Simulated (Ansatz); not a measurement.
## TlBi (Pm-3m): relaxing the cell for a phonon run

Aim: bring TlBi (Pm-3m) to small forces and stress, as phonons need.

Calculated with Ansatz 0.2.0; DFT PBEsol, scalar-relativistic, plane waves, PAW; PAW set soft_1.

### 1. The starting structure

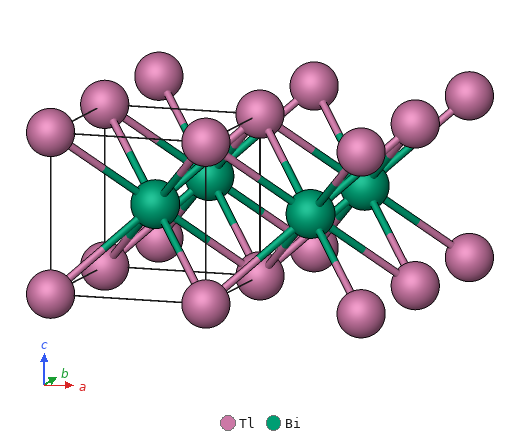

Start, viewed slightly off an axis; thallium pink, bismuth teal. 2×2×1 cells are drawn. Some periodic images of atoms are drawn too.

### 2. Probe on a coarse mesh

First a cheap look: the gap decides the mesh and the occupations, the pressure tells how far the cell has to move.

The input, input.yaml:

```yaml
crystal:
  lattice:
    - [3.991709, 0.0, 0.0]
    - [0.0, 3.991709, 0.0]
    - [0.0, 0.0, 3.991709]
  atoms:
    - { symbol: Tl, position: [0.0, 0.0, 0.0] }
    - { symbol: Bi, position: [0.5, 0.5, 0.5] }
kpoints:
  mp_grid: { grid: [4, 4, 4] }
hamiltonian:
  xc: pbesol
  pseudopotentials: { kind: paw, azcp: { folder: soft_1 }, xc_functional: pbe }
scf:
  occupations: { method: gaussian, width: 0.1 }
output:
  forces: true
  stress: true
  eigenvalues: true
```

Command:

```
$ ansatz run input.yaml --threads 4 --pin off --max-ram 10240MiB --backend cpu --events-out ev --progress --plain --runs-dir out
```

Numbers of over 12 decimals in the logs are rounded to 6 here.

The program printed:

```text
Engine: ansatz 0.2.0, aarch64-unknown-linux-gnu
Pseudopotentials: kind: paw
Pseudopotential: Tl, paw, valence charge 13, recommended cutoff 420 eV (normal), soft_1/Tl.paw.azcp
Pseudopotential: Bi, paw, valence charge 15, recommended cutoff 420 eV (normal), soft_1/Bi.paw.azcp
Functional definition: PBEsol
  exchange = pbesol_x
  correlation = pbesol_c
Crystal: 2 atoms, lattice volume = 63.603 Å³
[...]
k-point 0: bands = [... 10 lower, -1.1761, 5.3331, 9.5861, 9.5861, 9.5861, 14.8344, 14.8344, 17.6427, ... 4 higher]
  k-point 1: bands = [... 10 lower, -1.1762, 4.0735, 9.6879, 10.2574, 10.2574, 14.3898, 15.2100, 15.8733, ... 4 higher]
  k-point 2: bands = [... 10 lower, -0.9542, 2.7427, 11.1757, 11.3404, 11.4147, 11.4147, 13.8902, 13.8902, ... 4 higher]
  k-point 9: bands = [... 10 lower, 0.2561, 5.5882, 8.4867, 8.4867, 8.4867, 10.0794, 10.0794, 10.0794, ... 4 higher]
[key lines of the parts left out:]
SCF converged after 6 iterations
Free energy (F): -23542.025815 eV
Fermi energy:    10.166858 eV
P = ⅓ Tr σ = -3.4520 GPa (-34.520 kbar)
```

Elapsed: 1.1 s, on 4 threads of Arm Neoverse V1, shared host; peak memory 0.31 GiB; 2.2 s of CPU time.

This step gave:

- pressure: -3.452 GPa
- volume per atom: 31.80 Å³
- gap on the k-mesh: 0 eV

The coarse mesh shows no gap and a pressure of -3.5 GPa.

### 3. Relaxation

Harmonic phonons are second derivatives at a point where the forces vanish, and they are wanted at zero stress, so atoms and cell are relaxed first.

input.yaml: that of step 2 with these lines changed.

```diff
@@ -9,3 +9,3 @@
 kpoints:
-  mp_grid: { grid: [4, 4, 4] }
+  mp_grid: { grid: [10, 10, 10] }
 hamiltonian:
@@ -19 +19,6 @@
   eigenvalues: true
+relax:
+  adjacent_minimum: "off"
+  f_tol: 0.005
+  max_steps: 80
+  cell: { stress_tol: 0.05 }
```

The program printed:

```text
[...]
Crystal: 2 atoms, lattice volume = 63.603 Å³
Basis set: ecut = 420 eV, 1237 PW (Γ), exchange–correlation on 54×54×54 points (8 copies of the dense FFT grid, shifted against one another)
Bands: 18, of which v1, the nominal top of the filled ones, is band 14 counted from 1 (13 counted from 0)
Symmetry: 48 space group operations
[...]
k-points: 56 of 1000
[...]
SCF iter   1: F=—  HF=-23542.189529 eV  |F-HF|=—  |Δ(HF+E_count)|=         —  Δρ=1.84e-2  dr2=5.91e-1  ethr=3.10e-3  ⟨swp⟩=6.9  Hψ=11650  notcnv=0  defer=9
[...]
SCF iter   7: F=-23541.958279 eV  HF=-23541.958279 eV  |F-HF|=3.35e-9  |Δ(HF+E_count)|=   1.60e-7  Δρ=3.20e-6  dr2=5.14e-9  ethr=3.57e-10  ⟨swp⟩=10.0  Hψ=6594  notcnv=0
SCF 1 converged in 7 iterations: F = -23541.958279 eV  dr2 = 5.14e-9
[...]
relax step   1: F+E_penalty+E_count = -23541.95827902 eV  Δ(F+E_penalty+E_count) = +0.000e0 eV  max|allowed force component| = 1.016e-28 eV/Å  Δτ_max = 0.0000 Å  P = -2.787 GPa  Ω = 63.603 Å³  (7 SCF iters, dr2 threshold 1.00e-7 eV, accepted)
Crystal: 2 atoms, lattice volume = 59.326 Å³
Basis set: ecut = 420 eV, 1189 PW (Γ), exchange–correlation on 54×54×54 points (8 copies of the dense FFT grid, shifted against one another)
Bands: 22, of which v1, the nominal top of the filled ones, is band 14 counted from 1 (13 counted from 0)
[...]
iter 1 solved again at ethr=2.64e-6 eV; its pass at ethr=3.10e-3 eV (dr2=7.39e-4 eV) is discarded
[...]
SCF iter   5: F=-23542.002175 eV  HF=-23542.002175 eV  |F-HF|=7.35e-10  |Δ(HF+E_count)|=   9.87e-8  Δρ=4.21e-6  dr2=9.10e-9  ethr=7.14e-10  ⟨swp⟩=5.4  Hψ=5251  notcnv=0
SCF 2 converged in 5 iterations: F = -23542.002175 eV  dr2 = 9.10e-9
relax step   2: F+E_penalty+E_count = -23542.00217521 eV  Δ(F+E_penalty+E_count) = -4.390e-2 eV  max|allowed force component| = 2.169e-30 eV/Å  Δτ_max = 0.0000 Å  P = -0.299 GPa  Ω = 59.326 Å³  energy of the carried Pulay correction = +3.298e-4 eV  (5 SCF iters, dr2 threshold 2.00e-7 eV, accepted)
Crystal: 2 atoms, lattice volume = 58.850 Å³
[...]
SCF iter   1: F=—  HF=-23542.002585 eV  |F-HF|=—  |Δ(HF+E_count)|=         —  Δρ=1.44e-4  dr2=1.40e-5  ethr=1.88e-8  ⟨swp⟩=3.0  Hψ=7568  notcnv=0
eigensolver tolerance schedule calibrated: the retry pair's looser diagonalisation under-reported the residual by θ = 0.62 (0.12/decade); ethr = c·dr2/N_el runs at the constant in force after the calibration composes with the one it found (an armed cap, an earlier calibration), c = 7.0e-2
[...]
SCF iter   2: F=—  HF=-23542.002584 eV  |F-HF|=—  |Δ(HF+E_count)|=   8.66e-7  Δρ=8.31e-5  dr2=4.47e-6  ethr=1.88e-8  ⟨swp⟩=2.8  Hψ=2043  notcnv=0
SCF iter   3: F=-23542.002584 eV  HF=-23542.002584 eV  |F-HF|=8.32e-9  |Δ(HF+E_count)|=   9.31e-7  Δρ=1.65e-5  dr2=1.46e-7  ethr=4.98e-10  ⟨swp⟩=4.4  Hψ=5964  notcnv=0
SCF 3 converged in 3 iterations: F = -23542.002584 eV  dr2 = 1.46e-7
relax step   3: F+E_penalty+E_count = -23542.00258352 eV  Δ(F+E_penalty+E_count) = -4.083e-4 eV  max|allowed force component| = 1.026e-29 eV/Å  Δτ_max = 0.0000 Å  P = +0.053 GPa  Ω = 58.850 Å³  energy of the carried Pulay correction = +3.679e-4 eV  (3 SCF iters, dr2 threshold 2.00e-7 eV, accepted)
[...]
relax step   4: F+E_penalty+E_count = -23542.00258922 eV  Δ(F+E_penalty+E_count) = -5.703e-6 eV  max|allowed force component| = 4.996e-30 eV/Å  Δτ_max = 0.0000 Å  P = -0.001 GPa  Ω = 58.921 Å³  energy of the carried Pulay correction = +3.622e-4 eV  (3 SCF iters, dr2 threshold 6.92e-9 eV, accepted)
[...]
SCF iter   5: F=-23542.002254 eV  HF=-23542.002254 eV  |F-HF|=1.09e-11  |Δ(HF+E_count)|=  1.46e-11  Δρ=1.06e-7  dr2=6.04e-12  ethr=1.00e-12  ⟨swp⟩=6.4  Hψ=5456  notcnv=0
SCF 5 converged in 5 iterations: F = -23542.002254 eV  dr2 = 6.04e-12
relax step   5: F+E_penalty+E_count = -23542.00225432 eV  Δ(F+E_penalty+E_count) = +3.349e-4 eV  max|allowed force component| = 7.889e-30 eV/Å  Δτ_max = 0.0000 Å  P = -0.004 GPa  Ω = 58.921 Å³  stress off target by 3.72e-3 GPa  SCF on the basis re-selected at this cell (its energy is not comparable with the rows above)  (5 SCF iters)
basis re-selected at this cell: Δ(F+E_penalty+E_count) = +3.349e-4 eV, ΔP = -0.003 GPa vs the last step (what re-selecting the basis moved, of the pressure what is left beyond the Pulay correction that the steps carried, after the strain that the cell walked since its last selection, with what the two solves' SCF thresholds leave and, on support functions, any second-order correction that the steps lacked; it is no m [...]
SCF converged after 5 iterations
Free energy (F): -23542.002254 eV
[...]
Internal energy: -23541.991317 eV  (E = F + TS)
E sigma→0 (E₀):  -23541.996786 eV
Entropy (-TS):   -0.010937 eV (-5.469 meV/atom)
Fermi energy:    11.129218 eV
[...]
--- Stress (GPa, compression-positive) ---
       -0.003717      -0.000000      -0.000000
       -0.000000      -0.003717      -0.000000
       -0.000000      -0.000000      -0.003717
  P = ⅓ Tr σ = -0.0037 GPa (-0.037 kbar)
--- Band table (eV; the first three rows and the last of 56) ---
  k-point 0: bands = [... 10 lower, -0.0603, 6.7349, 10.6605, 10.6605, 10.6605, 16.0666, 16.0666, 19.4371, ... 4 higher]
  k-point 1: bands = [... 10 lower, -0.0604, 6.4201, 10.6604, 10.7857, 10.7857, 16.1258, 16.6310, 18.5766, ... 4 higher]
  k-point 2: bands = [... 10 lower, -0.0608, 5.6275, 10.7857, 11.1500, 11.1500, 16.3023, 16.7774, 18.0342, ... 4 higher]
  k-point 55: bands = [... 10 lower, 1.4353, 6.8178, 9.5321, 9.5321, 9.5321, 11.0775, 11.0775, 11.0775, ... 4 higher]
--- Relaxed structure (4 steps of the walk, 4 accepted, 1 SCFs on fresh bases) ---
  F+E_penalty+E_count = -23542.00225432 eV   max|allowed force component| = 7.889e-30 eV/Å   (the final SCF, on the basis selected at the relaxed cell)
  cell:  # Å, volume = 58.9210 Å³
    - [3.891259, 0, 0]
    - [0, 3.891259, 0.0]
    - [0, 0.0, 3.891259]
  atoms:
    - { symbol: Tl, position: [0, 0, 0] }
    - { symbol: Bi, position: [0.5, 0.5, 0.5] }
```

It took 6.3 s on 4 threads; peak memory 0.4 GiB.

Relaxation path:

| step | energy less that of the first step (eV) | largest force component (eV/Å) | pressure (GPa) | volume (Å³) |
| --- | --- | --- | --- | --- |
| 1 | 0.0000 | 0.0000 | -2.79 | 63.60 |
| 2 | -0.0439 | 0.0000 | -0.30 | 59.33 |
| 3 | -0.0443 | 0.0000 | 0.05 | 58.85 |
| 4 | -0.0443 | 0.0000 | 0.00 | 58.92 |
| 5* | -0.0440 | 0.0000 | 0.00 | 58.92 |

Relaxation steps marked * repeat the geometry before them on a plane-wave basis chosen anew for their cell, so energy and pressure can jump there.

Forces are held to the 48 operations that the run works with; a distortion that breaks them can't arise in this run.

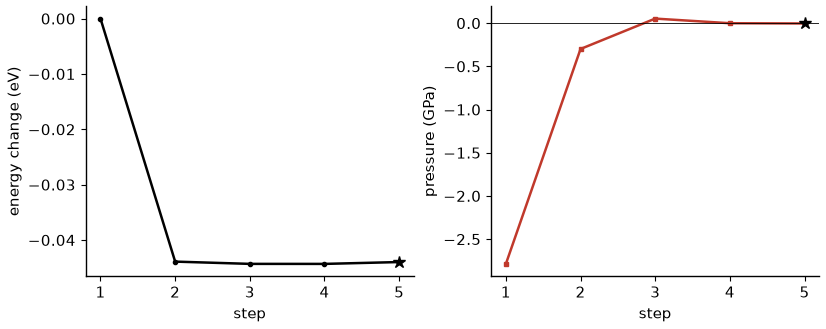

Energy and pressure along the relaxation. Stars mark steps on a basis chosen anew.

| conventional cell, symmetrised | before | after | change |
| --- | --- | --- | --- |
| a (Å) | 3.992 | 3.891 | -2.5 % |
| b (Å) | 3.992 | 3.891 | -2.5 % |
| c (Å) | 3.992 | 3.891 | -2.5 % |
| volume (Å³/atom) | 31.80 | 29.46 | -7.4 % |

The relaxed structure:

```cif
data_structure
_symmetry_space_group_name_H-M 'P 1'
_symmetry_Int_Tables_number 1
_cell_length_a 3.8913
_cell_length_b 3.8913
_cell_length_c 3.8913
_cell_angle_alpha 90.000
_cell_angle_beta 90.000
_cell_angle_gamma 90.000
_cell_volume 58.92
loop_
_atom_site_label
_atom_site_type_symbol
_atom_site_fract_x
_atom_site_fract_y
_atom_site_fract_z
_atom_site_occupancy
Tl1 Tl 0.00000 0.00000 0.00000 1
Bi2 Bi 0.50000 0.50000 0.50000 1
```

This step gave:

- pressure: -0.003717 GPa
- volume per atom: 29.46 Å³

In this step the volume went from 31.80 to 29.46 Å³/atom.

### 4. Relaxing to small forces for the phonons

Phonons need a cell at rest on their own settings, so the relaxation is repeated with tight tolerances on forces and stress on the k mesh and occupations of the first response run.

input.yaml, the sections that differ from step 3:

```yaml
crystal:
  lattice:
    - [3.8912591549, 0.0, 0.0]
    - [0.0, 3.8912591549, 0.0]
    - [0.0, 0.0, 3.8912591549]
  atoms:
    - { symbol: Tl, position: [0.0, 0.0, 0.0] }
    - { symbol: Bi, position: [0.5, 0.5, 0.5] }
kpoints:
  mp_grid: { grid: [12, 12, 12] }
scf:
  occupations: { method: methfessel_paxton, width: 0.2 }
relax:
  adjacent_minimum: "off"
  f_tol: 0.001
  max_steps: 60
  cell: { stress_tol: 0.01 }
# hamiltonian, output: as in step 3
```

The program printed:

```text
[...]
Crystal: 2 atoms, lattice volume = 58.921 Å³
Basis set: ecut = 420 eV, 1189 PW (Γ), exchange–correlation on 54×54×54 points (8 copies of the dense FFT grid, shifted against one another)
Bands: 18, of which v1, the nominal top of the filled ones, is band 14 counted from 1 (13 counted from 0)
[... 1 set-up line as in the run before ...]
[...]
k-points: 84 of 1728
[...]
k-point 83: bands = [... 10 lower, 1.4758, 6.8676, 9.5703, 9.5703, 9.5703, 11.1171, 11.1171, 11.1171, ... 4 higher]
--- Relaxed structure (3 steps of the walk, 3 accepted, 1 SCFs on fresh bases) ---
[...]
cell:  # Å, volume = 58.7540 Å³
    - [3.887578, 0, 0]
    - [0, 3.887578, 0.0]
    - [0, 0.0, 3.887578]
  atoms:
    - { symbol: Tl, position: [0, 0, 0] }
    - { symbol: Bi, position: [0.5, 0.5, 0.5] }
[key lines of the parts left out:]
SCF converged after 6 iterations
Free energy (F): -23542.011199 eV
Fermi energy:    11.236046 eV
P = ⅓ Tr σ = -0.0002 GPa (-0.002 kbar)
```

The job ended after 6.7 s (4 threads; peak memory 0.42 GiB; 24 s of CPU time).

Little changed from the start: no atom moved by 0.005 Å and no cell edge by 0.1 %.

Numbers from this step:

* pressure: -2.03e-4 GPa
* volume per atom: 29.38 Å³

The forces vanish by symmetry and the pressure is 0.000 GPa, within the tolerances set. The cell now holds 29.38 Å³/atom.

### 5. Summary of results

- space group after relaxation (within 0.01 Å): Pm-3m
- lattice constant a: 3.888 Å
- lattice constant b: 3.888 Å
- lattice constant c: 3.888 Å
- volume per atom: 29.4 Å³

The forces vanish by symmetry and the pressure is 0.000 GPa, within the tolerances set. The cell now holds 29.38 Å³/atom. The relaxation keeps the symmetry of its start, so it says nothing on stability against lower symmetry. Spin-orbit coupling is left out, which can matter for the heavy elements here. The PAW files were made for PBE and serve the other functionals too.

[Logs are printed without paths, hosts, clocks, repeated set-up lines and the standing remarks that a program may print on its own settings, such as how far it seeks lower states.]

[Hosts, paths, dates, database ids (printed as entryN), source tags and the programs' standing remarks are cut or masked in the printed files.]
